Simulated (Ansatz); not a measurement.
# wB97X/6-31G(d) (spherical functions) run of C4H11As (tert-butylarsine)

Aim: the vertical ionisation energy of C4H11As (tert-butylarsine) at wB97X/6-31G* (spherical functions), from 2 runs. 

The calculation is run with Ansatz 0.2.0.

46 further runs of the same task are left out: 46 set aside as unsound or not needed.

### 1 The structure to begin with

C4H11As has 16 atoms, charge 0, and is taken as a singlet. SMILES: `CC(C)(C)[AsH2]`. Geometry: relaxed at PBE0-D4/def2-TZVP. This is one conformer, not always the lowest.

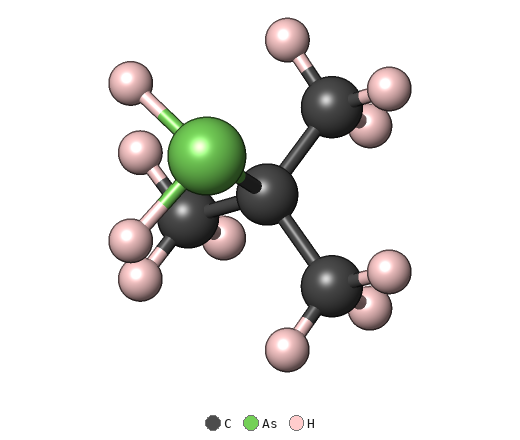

The structure, seen from a chosen angle (carbon dark grey, arsenic green, hydrogen pink).

### 2 The energy at wB97X/6-31G(d) (spherical functions)

job.yaml reads:

```yaml
crystal:
  periodic: [false, false, false]
  atoms:
    - {symbol: C, position_ang: [-0.717890, 0.539940, -1.081360]}
    - {symbol: C, position_ang: [0.054860, -0.041520, 0.091200]}
    - {symbol: C, position_ang: [1.484990, 0.483340, 0.094820]}
    - {symbol: C, position_ang: [0.055130, -1.563360, 0.022190]}
    - {symbol: As, position_ang: [-0.758180, 0.464170, 1.848200]}
    - {symbol: H, position_ang: [-0.738750, 1.631540, -1.046800]}
    - {symbol: H, position_ang: [-0.245750, 0.243470, -2.026510]}
    - {symbol: H, position_ang: [-1.750400, 0.183790, -1.098030]}
    - {symbol: H, position_ang: [2.061280, 0.083870, 0.933440]}
    - {symbol: H, position_ang: [1.513620, 1.574770, 0.153010]}
    - {symbol: H, position_ang: [1.993890, 0.187820, -0.829660]}
    - {symbol: H, position_ang: [-0.960890, -1.967220, 0.027040]}
    - {symbol: H, position_ang: [0.600330, -2.007020, 0.859390]}
    - {symbol: H, position_ang: [0.538760, -1.895410, -0.903450]}
    - {symbol: H, position_ang: [-0.937310, 1.940600, 1.510000]}
    - {symbol: H, position_ang: [-2.193680, 0.141230, 1.446500]}
basis:
  gaussian: {orbitals: 6-31G_st_-spherical.json}
hamiltonian: {xc: {name: wB97X}}
accuracy: high
output: {orbitals: {seedname: orbitals}}
```

The basis set 6-31G* is read from a file made from the Basis Set Exchange's data (not shown).

Command:

```
$ ansatz run job.yaml --threads 1 --pin off --max-ram 3480MiB --events-out events.jsonl --progress --plain --runs-dir runs
```

What it wrote:

```text
Warning: RAYON_NUM_THREADS=1 ignored (pool sized by the plan → 1); use --threads N
Functional definition: wB97X
  name "wB97X"
  parameter omega = 0.3/bohr
  parameter cx = 0.157706
  parameter cx1 = 0.726479
  parameter cx2 = 1.04760
  parameter cx3 = -5.70635
  parameter cx4 = 13.2794
  parameter css1 = -4.33879
  parameter css2 = 18.2308
  parameter css3 = -31.7430
  parameter css4 = 17.2901
  parameter cos1 = 2.37031
  parameter cos2 = -11.3995
  parameter cos3 = 6.58405
  parameter cos4 = -3.78132
  exchange = spin_sum(e_x_unif_sr(omega)*poly(b97_u_x, 1 - cx, cx1, cx2, cx3, cx4)) + cx*exact_x_sr(omega)
      + exact_x_lr(omega)
  correlation = spin_sum(e_c_pw_same_spin*poly(b97_u_same, 1, css1, css2, css3, css4))
      + integral(e_c_pw_opposite_spin*poly(b97_u_opposite, 1, cos1, cos2, cos3, cos4))
2727 factors; integrals over basis functions are off by at most 4.7e-9 eV
454 factors; integrals over basis functions are off by at most 1.8e-9 eV
mean field evaluation 1: about -65157.8759 eV, gradient 3.4e1 eV
mean field evaluation 2: about -65159.3069 eV, gradient 2.5e1 eV
mean field evaluation 4: about -65160.7341 eV, gradient 1.4e0 eV
mean field evaluation 8: about -65160.9784 eV, gradient 2.2e-2 eV
mean field evaluation 16: about -65160.9784 eV, gradient 2.1e-5 eV
mean field -65160.97837987 eV, -2394.6217877628 hartree, gradient 3.5e-8 eV, S^2 0.000000; 0 other end points of the search recorded, 0 dependent functions left out
reference -65160.97837707 eV, -2394.6217876599 hartree; 34, 34 occupied and 76, 76 virtual orbitals, 2727 factors
Total energy: -65160.97837707 eV, -2394.6217876599 hartree
```

It took 42 s on 1 thread of Intel Xeon Platinum 8488C (Sapphire Rapids), shared host; peak memory 0.87 GiB.

### 3 The doublet cation at the same level

in.yaml reads:

```yaml
crystal:
  periodic: [false, false, false]
  atoms:
    - {symbol: C, position_ang: [-0.717890, 0.539940, -1.081360]}
    - {symbol: C, position_ang: [0.054860, -0.041520, 0.091200]}
    - {symbol: C, position_ang: [1.484990, 0.483340, 0.094820]}
    - {symbol: C, position_ang: [0.055130, -1.563360, 0.022190]}
    - {symbol: As, position_ang: [-0.758180, 0.464170, 1.848200]}
    - {symbol: H, position_ang: [-0.738750, 1.631540, -1.046800]}
    - {symbol: H, position_ang: [-0.245750, 0.243470, -2.026510]}
    - {symbol: H, position_ang: [-1.750400, 0.183790, -1.098030]}
    - {symbol: H, position_ang: [2.061280, 0.083870, 0.933440]}
    - {symbol: H, position_ang: [1.513620, 1.574770, 0.153010]}
    - {symbol: H, position_ang: [1.993890, 0.187820, -0.829660]}
    - {symbol: H, position_ang: [-0.960890, -1.967220, 0.027040]}
    - {symbol: H, position_ang: [0.600330, -2.007020, 0.859390]}
    - {symbol: H, position_ang: [0.538760, -1.895410, -0.903450]}
    - {symbol: H, position_ang: [-0.937310, 1.940600, 1.510000]}
    - {symbol: H, position_ang: [-2.193680, 0.141230, 1.446500]}
basis:
  gaussian:
    orbitals: 6-31G_st_-spherical.json
accuracy: high
output: {orbitals: {seedname: orbitals}}
magnetization:
  spin_polarized: true
  initial_magnetization: 1
total_charge: 1
hamiltonian:
  xc: {name: wB97X}
```

The basis set 6-31G* is read from a file made from the Basis Set Exchange's data (not shown).

Command:

```
$ ansatz run in.yaml --threads 1 --pin off --max-ram 3480MiB --events-out events.jsonl --progress --plain --runs-dir runs
```

What it wrote, cut to the lines that bear on the results:

```text
Warning: RAYON_NUM_THREADS=1 ignored (pool sized by the plan → 1); use --threads N
[... 2 set-up lines as earlier in the session ...]
[...]
      + exact_x_lr(omega)
[...]
      + integral(e_c_pw_opposite_spin*poly(b97_u_opposite, 1, cos1, cos2, cos3, cos4))
2726 factors; integrals over basis functions are off by at most 4.7e-9 eV
454 factors; integrals over basis functions are off by at most 1.8e-9 eV
[...]
mean field -65151.91941364 eV, -2394.2888768941 hartree, gradient 7.7e-8 eV, S^2 0.756413; 2 other end points of the search recorded, 0 dependent functions left out
reference -65151.91941101 eV, -2394.2888767973 hartree; 34, 33 occupied and 76, 77 virtual orbitals, 2726 factors
Total energy: -65151.91941101 eV, -2394.2888767973 hartree
```

Run time: 1.7 min. Hardware: 1 thread of Intel Xeon Platinum 8488C (Sapphire Rapids), shared host; peak memory 1.4 GiB.

### 4 What came out

Level: wB97X/6-31G* (spherical functions).

| quantity | value |
| --- | --- |
| singlet C4H11As: total energy | -2394.62179 Eh |
| singlet C4H11As: HOMO energy | -9.10 eV |
| singlet C4H11As: LUMO energy | 2.83 eV |
| singlet C4H11As: HOMO–LUMO gap | 11.92 eV |
| doublet cation: total energy | -2394.28888 Eh |
| doublet cation: HOMO energy (highest over α and β) | -16.20 eV |
| doublet cation: LUMO energy (lowest over α and β) | -9.14 eV |
| doublet cation: ⟨S²⟩ | 0.756 |
| vertical ionisation energy (to the doublet cation) | 9.059 eV |

In words: Removing an electron at fixed nuclei costs 9.06 eV (209 kcal/mol). −ε(HOMO) before ionisation, 9.10 eV, is 0.04 eV above this ionisation energy.
